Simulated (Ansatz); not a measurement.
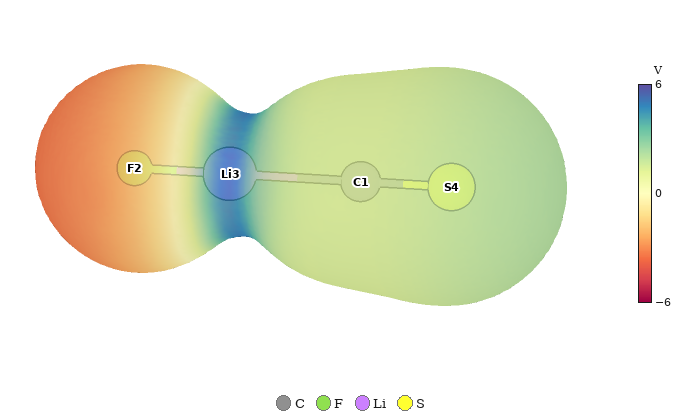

Figure. CFLiS. The molecular electrostatic potential painted on the density surface at 0.002 e/bohr³, seen at a tilt; red is negative and blue positive.

Geometry: r2SCAN-D4/def2-TZVP.

The calculation used isolated molecule in a Gaussian basis; Kohn-Sham density functional theory, functional PBE0 in Ansatz 0.2.0.

Question: Which sites attract a positive test charge, and which a negative one?

Answer: A positive charge is drawn to the negative regions and a negative charge to the positive ones. The most negative region (about −3.5 V) lies over F2, the most positive (about +5.0 V) over Li3.

Question: How polar is the molecule by this calculation?

Answer: Its dipole moment is 9.81 D.
